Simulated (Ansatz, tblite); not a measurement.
# In6P7 zinc blende off sphere (In6P7H20+): charged states by level of theory

Aim: the energy of removing and adding an electron for In6P7 zinc blende off sphere (In6P7H20+), by energy differences, and how well orbital energies stand in for it.

Program: Ansatz 0.2.0, Gaussian basis. Level of theory: as each input shows. These are calculated values, not measurements.

Levels to be run: charge +2 doublet, at the geometry of the singlet (PBE0-D4/def2-TZVP, PBE-D4/def2-TZVP, ωB97M-V/def2-TZVP); charge 0 doublet, at the geometry of the singlet (PBE0-D4/def2-TZVP, PBE-D4/def2-TZVP, ωB97M-V/def2-TZVP); the starting singlet's energies come from earlier runs.

3 further runs of the same task are left out: 1 for a known fault of the program, 2 set aside as unsound or not needed.

**1. The relaxed structure**

The geometry is that of the singlet, from an earlier relaxation (PBE-D4/def2-SVP).

33 atoms, charge 1, spin multiplicity 1.

Atoms are counted from 1 here; the program's logs count them from 0.

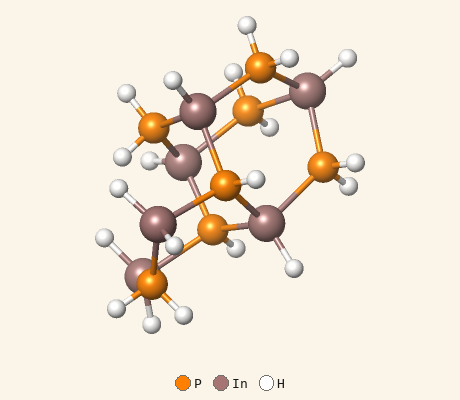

The structure; phosphorus orange, indium brown, hydrogen white.

In takes a core potential in the def2 sets. No spin-orbit coupling is included. The ion is computed in the gas phase, without counter-ions or solvent.

**2. Charge +2 doublet at the fixed geometry, PBE0-D4/def2-TZVP**

in.yaml reads:

```yaml
crystal:
  periodic: [false, false, false]
  atoms:
    - {symbol: P, position_ang: [0.789193, -3.584746, 0.688410]}
    - {symbol: P, position_ang: [-2.880810, 2.879637, -1.351008]}
    - {symbol: P, position_ang: [0.803535, -0.802277, -2.214346]}
    - {symbol: P, position_ang: [-2.192651, -0.668850, 0.290977]}
    - {symbol: P, position_ang: [0.684801, -0.685849, 3.291405]}
    - {symbol: P, position_ang: [0.667350, 2.192791, 0.292299]}
    - {symbol: P, position_ang: [3.585326, -0.787162, 0.689167]}
    - {symbol: In, position_ang: [-3.783351, 0.405486, -1.595775]}
    - {symbol: In, position_ang: [-0.882386, -2.414152, -1.015092]}
    - {symbol: In, position_ang: [2.400833, -2.399796, 2.358756]}
    - {symbol: In, position_ang: [-0.407152, 3.783923, -1.593977]}
    - {symbol: In, position_ang: [2.413889, 0.884241, -1.013889]}
    - {symbol: In, position_ang: [-0.907886, 0.906425, 1.861181]}
    - {symbol: H, position_ang: [1.546771, -4.595674, 0.014742]}
    - {symbol: H, position_ang: [-0.006777, -4.459539, 1.494417]}
    - {symbol: H, position_ang: [-3.466231, 3.464625, -0.181851]}
    - {symbol: H, position_ang: [-3.630009, 3.628731, -2.316863]}
    - {symbol: H, position_ang: [1.490350, -1.488211, -3.264763]}
    - {symbol: H, position_ang: [-0.030826, 0.031845, -3.024393]}
    - {symbol: H, position_ang: [-3.018266, -1.452553, 1.162076]}
    - {symbol: H, position_ang: [-0.115150, -1.407552, 4.234200]}
    - {symbol: H, position_ang: [1.404543, 0.114165, 4.235655]}
    - {symbol: H, position_ang: [1.450366, 3.018412, 1.163997]}
    - {symbol: H, position_ang: [4.596410, -1.544480, 0.015467]}
    - {symbol: H, position_ang: [4.459901, 0.008985, 1.495225]}
    - {symbol: H, position_ang: [-3.000921, -0.195991, -3.029719]}
    - {symbol: H, position_ang: [-5.400854, 0.304075, -1.004085]}
    - {symbol: H, position_ang: [-1.596594, -3.616918, -2.024869]}
    - {symbol: H, position_ang: [3.363143, -3.361908, 3.414189]}
    - {symbol: H, position_ang: [0.195397, 3.002543, -3.028029]}
    - {symbol: H, position_ang: [-0.306933, 5.401197, -1.001481]}
    - {symbol: H, position_ang: [3.616323, 1.599796, -2.023110]}
    - {symbol: H, position_ang: [-1.841311, 1.838769, 2.981057]}
basis:
  gaussian: {orbitals: def2-TZVP, fitting: {mean_field: def2-universal-jkfit}}
total_charge: 2
magnetization: {spin_polarized: true, initial_magnetization: 1}
hamiltonian: {xc: pbe0, dispersion: d4}
scf: {omitted_lower_state_checks: [starts]}
output: {orbitals: {seedname: orbitals}}
```

Started as:

```
> ansatz run in.yaml --threads 2 --pin off --events-out ev --progress --plain --max-ram 32768MiB --backend cuda --devices 0, --max-vram 18GiB
```

What it wrote:

```text
Functional definition: PBE0
  name "PBE0"
  cite "Adamo & Barone, J. Chem. Phys. 110, 6158 (1999) doi:10.1063/1.478522"
  cite "Perdew, Burke & Ernzerhof, Phys. Rev. Lett. 77, 3865 (1996) doi:10.1103/PhysRevLett.77.3865"
  parent pbe
  parameter a = 0.25
  parameter kappa = 0.804
  parameter beta = 0.06672455060314922
  exchange = (1 - a)*pbe_x(kappa = kappa, mu = beta*pi^2/3) + a*exact_x
  correlation = pbe_c(beta = beta)
these checks for a lower state are left out or cut short: starts
2564 factors; integrals over basis functions are off by at most 6.2e-1 eV
mean field evaluation 1: about -96347.4678 eV, gradient 3.9e1 eV
mean field evaluation 2: about -96334.7199 eV, gradient 6.2e1 eV
mean field evaluation 4: about -96356.4146 eV, gradient 6.2e0 eV
mean field evaluation 8: about -96356.6699 eV, gradient 4.7e-1 eV
mean field evaluation 16: about -96356.6763 eV, gradient 2.6e-2 eV
mean field evaluation 32: about -96356.6763 eV, gradient 6.8e-5 eV
mean field -96356.67630651 eV, -3541.0425413632 hartree, gradient 5.2e-6 eV, S^2 0.757630; 0 other end points of the search recorded, 0 dependent functions left out
reference -96356.67638533 eV, -3541.0425442597 hartree; 125, 124 occupied and 554, 555 virtual orbitals, 2564 factors
Total energy: -96358.35073662 eV, -3541.1040755349 hartree
Checks for a lower state left out: starts
```

Wall time 29 s (1 × H100 (card shared with other runs) with 2 threads of AMD EPYC 7R13, shared host); peak host memory 1.4 GiB.

Report: HOMO -13.05 eV, LUMO -12.17 eV (over both spins); ⟨S²⟩ 0.758 (pure: 0.75).

**3. Charge +2 doublet at the fixed geometry, PBE-D4/def2-TZVP**

start.molden holds the orbitals of an earlier run on this state, given as this run's starting guess.

Edit in.yaml of step 2 so:

```diff
@@ -37,6 +37,6 @@
 basis:
-  gaussian: {orbitals: def2-TZVP, fitting: {mean_field: def2-universal-jkfit}}
+  gaussian: {orbitals: def2-TZVP, fitting: {mean_field: def2-universal-jkfit}, initial_orbitals: start.molden}
 total_charge: 2
 magnetization: {spin_polarized: true, initial_magnetization: 1}
-hamiltonian: {xc: pbe0, dispersion: d4}
+hamiltonian: {xc: pbe, dispersion: d4}
 scf: {omitted_lower_state_checks: [starts]}
```

Launched as before.

What it wrote:

```text
Functional definition: PBE
  name "PBE"
  cite "Perdew, Burke & Ernzerhof, Phys. Rev. Lett. 77, 3865 (1996) doi:10.1103/PhysRevLett.77.3865"
  parent pbe
  parameter kappa = 0.804
  parameter beta = 0.06672455060314922
  exchange = pbe_x(kappa = kappa, mu = beta*pi^2/3)
  correlation = pbe_c(beta = beta)
these checks for a lower state are left out or cut short: starts
2564 factors; integrals over basis functions are off by at most 6.2e-1 eV
mean field evaluation 1: about -96350.3229 eV, gradient 1.5e1 eV
mean field evaluation 2: about -96350.8062 eV, gradient 6.5e-1 eV
mean field evaluation 4: about -96350.8251 eV, gradient 2.3e-1 eV
mean field evaluation 8: about -96350.8255 eV, gradient 1.8e-5 eV
mean field evaluation 16: about -96350.8255 eV, gradient 2.6e-6 eV
mean field -96350.82553270 eV, -3540.8275293916 hartree, gradient 2.6e-6 eV, S^2 0.752068; 0 other end points of the search recorded, 0 dependent functions left out
reference -96350.82564485 eV, -3540.8275335128 hartree; 125, 124 occupied and 554, 555 virtual orbitals, 2564 factors
Total energy: -96352.65968049 eV, -3540.8949330794 hartree
Checks for a lower state left out: starts
```

It took 23 s on 1 × H100 (card shared with other runs) with 2 threads of AMD EPYC 7R13, shared host; peak host memory 1.3 GiB.

Report: HOMO -12.19 eV, LUMO -12.21 eV (over both spins; with the spin held, an empty level of the minority spin lies below the top filled one); ⟨S²⟩ 0.752 (pure: 0.75).

**4. Charge +2 doublet at the fixed geometry, ωB97M-V/def2-TZVP**

Edit in.yaml of step 3 so:

```diff
@@ -40,3 +40,3 @@
 magnetization: {spin_polarized: true, initial_magnetization: 1}
-hamiltonian: {xc: pbe, dispersion: d4}
+hamiltonian: {xc: {name: wB97M-V}}
 scf: {omitted_lower_state_checks: [starts]}
```

The command is unchanged.

What it wrote, shortened:

```text
Functional definition: wB97M-V
  name "wB97M-V"
  cite "Mardirossian & Head-Gordon, J. Chem. Phys. 144, 214110 (2016) doi:10.1063/1.4952647"
  cite "Becke, J. Chem. Phys. 107, 8554 (1997) doi:10.1063/1.475007"
  cite "Vydrov & Van Voorhis, J. Chem. Phys. 133, 244103 (2010) doi:10.1063/1.3521275"
  # Of w^i u^j: cxij and so on, Table III.
[...]
  gx(w, u) = 1 - cx + cx01*u + cx10*w
  gss(w, u) = css00 + css04*u^4 + css10*w + css20*w^2 + css43*w^4*u^3
  gos(w, u) = cos00 + cos10*w + (cos20 + cos21*u)*w^2 + (cos60 + cos61*u)*w^6
[...]
      + integral(e_c_pw_mod_opposite_spin*gos(b97_w_opposite, b97_u_opposite)) + vv10(b, c)
[...]
2564 factors; integrals over basis functions are off by at most 6.2e-1 eV
2564 factors; integrals over basis functions are off by at most 2.1e-6 eV
[...]
mean field -96367.07499370 eV, -3541.4246860689 hartree, gradient 1.3e-5 eV, S^2 0.759086; 0 other end points of the search recorded, 0 dependent functions left out
reference -96367.07512868 eV, -3541.4246910296 hartree; 125, 124 occupied and 554, 555 virtual orbitals, 2564 factors
Total energy: -96367.07512868 eV, -3541.4246910296 hartree
Checks for a lower state left out: starts
```

It took 43 s on 1 × H100 (card shared with other runs) with 2 threads of AMD EPYC 7R13, shared host; peak host memory 2.1 GiB.

Report: HOMO -14.90 eV, LUMO -11.01 eV (over both spins); ⟨S²⟩ 0.759 (pure: 0.75).

**5. Vertical ionisation energy**

Charged state less starting state, singlet to doublet; the starting state's energies are those of its earlier runs.

```csv
level,vertical ionisation energy (eV),time
PBE-D4/def2-TZVP,+10.63,41 s
PBE0-D4/def2-TZVP,+11.07,47 s
ωB97M-V/def2-TZVP,+11.43,69 s
```

Times add the two runs; a level without a time comes out of a correlated run.

Beside −ε(HOMO) of the starting state:

```csv
level,−ε(HOMO) (eV),by difference (eV),mismatch (eV)
PBE-D4/def2-TZVP,8.84,10.63,-1.79
PBE0-D4/def2-TZVP,9.83,11.07,-1.24
ωB97M-V/def2-TZVP,11.80,11.43,+0.37
```

**6. Charge 0 doublet at the fixed geometry, PBE0-D4/def2-TZVP**

Edit in.yaml of step 4 so:

```diff
@@ -37,6 +37,5 @@
 basis:
-  gaussian: {orbitals: def2-TZVP, fitting: {mean_field: def2-universal-jkfit}, initial_orbitals: start.molden}
-total_charge: 2
+  gaussian: {orbitals: def2-TZVP, fitting: {mean_field: def2-universal-jkfit}}
 magnetization: {spin_polarized: true, initial_magnetization: 1}
-hamiltonian: {xc: {name: wB97M-V}}
+hamiltonian: {xc: pbe0, dispersion: d4}
 scf: {omitted_lower_state_checks: [starts]}
```

Launched as before.

What it wrote, shortened:

```text
Functional definition: PBE0
  name "PBE0"
  cite "Adamo & Barone, J. Chem. Phys. 110, 6158 (1999) doi:10.1063/1.478522"
  cite "Perdew, Burke & Ernzerhof, Phys. Rev. Lett. 77, 3865 (1996) doi:10.1103/PhysRevLett.77.3865"
  parent pbe
[...]
2564 factors; integrals over basis functions are off by at most 6.2e-1 eV
[...]
mean field -96371.00963914 eV, -3541.5692816221 hartree, gradient 3.5e-6 eV, S^2 0.752756; 0 other end points of the search recorded, 0 dependent functions left out
reference -96371.00976202 eV, -3541.5692861377 hartree; 126, 125 occupied and 553, 554 virtual orbitals, 2564 factors
Total energy: -96372.79262316 eV, -3541.6348050762 hartree
Checks for a lower state left out: starts
```

Run time: 25 s. Hardware: 1 × H100 (card shared with other runs) with 2 threads of AMD EPYC 7R13, shared host; peak host memory 1.4 GiB.

HOMO -2.30 eV, LUMO -1.36 eV (over both spins); ⟨S²⟩ 0.753 (pure: 0.75).

**7. Charge 0 doublet at the fixed geometry, PBE-D4/def2-TZVP**

Edit in.yaml of step 6 so:

```diff
@@ -37,5 +37,5 @@
 basis:
-  gaussian: {orbitals: def2-TZVP, fitting: {mean_field: def2-universal-jkfit}}
+  gaussian: {orbitals: def2-TZVP, fitting: {mean_field: def2-universal-jkfit}, initial_orbitals: start.molden}
 magnetization: {spin_polarized: true, initial_magnetization: 1}
-hamiltonian: {xc: pbe0, dispersion: d4}
+hamiltonian: {xc: pbe, dispersion: d4}
 scf: {omitted_lower_state_checks: [starts]}
```

Same command.

What it wrote:

```text
Functional definition: PBE
  name "PBE"
  cite "Perdew, Burke & Ernzerhof, Phys. Rev. Lett. 77, 3865 (1996) doi:10.1103/PhysRevLett.77.3865"
  parent pbe
  parameter kappa = 0.804
  parameter beta = 0.06672455060314922
  exchange = pbe_x(kappa = kappa, mu = beta*pi^2/3)
  correlation = pbe_c(beta = beta)
these checks for a lower state are left out or cut short: starts
2564 factors; integrals over basis functions are off by at most 6.2e-1 eV
mean field evaluation 1: about -96364.5092 eV, gradient 1.5e1 eV
mean field evaluation 2: about -96364.9922 eV, gradient 6.4e-1 eV
mean field evaluation 4: about -96365.0059 eV, gradient 1.2e-1 eV
mean field evaluation 8: about -96365.0120 eV, gradient 4.2e-3 eV
mean field evaluation 16: about -96365.0120 eV, gradient 2.3e-4 eV
mean field -96365.01197245 eV, -3541.3488714366 hartree, gradient 1.9e-6 eV, S^2 0.751372; 0 other end points of the search recorded, 0 dependent functions left out
reference -96365.01212887 eV, -3541.3488771849 hartree; 126, 125 occupied and 553, 554 virtual orbitals, 2564 factors
Total energy: -96366.96620385 eV, -3541.4206881158 hartree
Checks for a lower state left out: starts
```

It took 25 s on 1 × H100 (card shared with other runs) with 2 threads of AMD EPYC 7R13, shared host; peak host memory 1.3 GiB.

HOMO -2.14 eV, LUMO -2.08 eV (over both spins); ⟨S²⟩ 0.751 (pure: 0.75).

**8. Charge 0 doublet at the fixed geometry, ωB97M-V/def2-TZVP**

Edit in.yaml of step 7 so:

```diff
@@ -39,3 +39,3 @@
 magnetization: {spin_polarized: true, initial_magnetization: 1}
-hamiltonian: {xc: pbe, dispersion: d4}
+hamiltonian: {xc: {name: wB97M-V}}
 scf: {omitted_lower_state_checks: [starts]}
```

The command is unchanged.

What it wrote:

```text
Functional definition: wB97M-V
  name "wB97M-V"
  cite "Mardirossian & Head-Gordon, J. Chem. Phys. 144, 214110 (2016) doi:10.1063/1.4952647"
  cite "Becke, J. Chem. Phys. 107, 8554 (1997) doi:10.1063/1.475007"
  cite "Vydrov & Van Voorhis, J. Chem. Phys. 133, 244103 (2010) doi:10.1063/1.3521275"
  # Of w^i u^j: cxij and so on, Table III.
  parameter omega = 0.3/bohr
  parameter cx = 0.15
  parameter cx01 = 1.007
  parameter cx10 = 0.259
  parameter css00 = 0.443
  parameter css04 = -1.437
  parameter css10 = -4.535
  parameter css20 = -3.390
  parameter css43 = 4.278
  parameter cos00 = 1.000
  parameter cos10 = 1.358
  parameter cos20 = 2.924
  parameter cos21 = -8.812
  parameter cos60 = -1.390
  parameter cos61 = 9.142
  parameter b = 6.0
  parameter c = 0.01
  gx(w, u) = 1 - cx + cx01*u + cx10*w
  gss(w, u) = css00 + css04*u^4 + css10*w + css20*w^2 + css43*w^4*u^3
  gos(w, u) = cos00 + cos10*w + (cos20 + cos21*u)*w^2 + (cos60 + cos61*u)*w^6
  exchange = spin_sum(e_x_unif_sr(omega)*gx(b97_w, b97_u_x)) + cx*exact_x_sr(omega) + exact_x_lr(omega)
  correlation = spin_sum(e_c_pw_mod_same_spin*gss(b97_w, b97_u_same))
      + integral(e_c_pw_mod_opposite_spin*gos(b97_w_opposite, b97_u_opposite)) + vv10(b, c)
these checks for a lower state are left out or cut short: starts
2564 factors; integrals over basis functions are off by at most 6.2e-1 eV
2564 factors; integrals over basis functions are off by at most 2.1e-6 eV
mean field evaluation 1: about -96380.9642 eV, gradient 1.5e1 eV
mean field evaluation 2: about -96381.4275 eV, gradient 6.0e-1 eV
mean field evaluation 4: about -96381.5099 eV, gradient 6.9e-2 eV
mean field evaluation 8: about -96381.5315 eV, gradient 8.3e-5 eV
mean field -96381.53153134 eV, -3541.9559540283 hartree, gradient 5.6e-6 eV, S^2 0.757559; 0 other end points of the search recorded, 0 dependent functions left out
reference -96381.53169999 eV, -3541.9559602259 hartree; 126, 125 occupied and 553, 554 virtual orbitals, 2564 factors
Total energy: -96381.53169999 eV, -3541.9559602259 hartree
Checks for a lower state left out: starts
```

Wall time 47 s (1 × H100 (card shared with other runs) with 2 threads of AMD EPYC 7R13, shared host); peak host memory 2.1 GiB.

From the report: HOMO -3.39 eV, LUMO 0.05 eV (over both spins); ⟨S²⟩ 0.758 (pure: 0.75).

**9. Vertical electron affinity**

Starting state less charged state (positive: the electron is bound), singlet to doublet; the starting state's energies are those of its earlier runs.

```csv
level,vertical electron affinity (eV),time
PBE-D4/def2-TZVP,+3.68,43 s
PBE0-D4/def2-TZVP,+3.37,43 s
ωB97M-V/def2-TZVP,+3.03,73 s
```

Times add the two runs; a level without a time comes out of a correlated run.

Beside −ε(LUMO) of the starting state:

```csv
level,−ε(LUMO) (eV),by difference (eV),mismatch (eV)
PBE-D4/def2-TZVP,5.12,3.68,+1.44
PBE0-D4/def2-TZVP,4.34,3.37,+0.97
ωB97M-V/def2-TZVP,2.80,3.03,-0.23
```

**10. Summary of results**

| quantity | value |
| --- | --- |
| vertical ionisation energy, functionals in def2-TZVP | 10.63 (PBE-D4) to 11.43 eV (ωB97M-V) |
| vertical electron affinity, functionals in def2-TZVP | 3.03 (ωB97M-V) to 3.68 eV (PBE-D4) |

In words: The vertical ionisation energy spans 10.63 to 11.43 eV over the functionals. −ε(HOMO) misses the level's own difference by +0.37 eV at best (ωB97M-V) and -1.79 eV at worst (PBE-D4). The vertical electron affinity spans 3.03 to 3.68 eV over the functionals. −ε(LUMO) misses the level's own difference by -0.23 eV at best (ωB97M-V) and +1.44 eV at worst (PBE-D4).
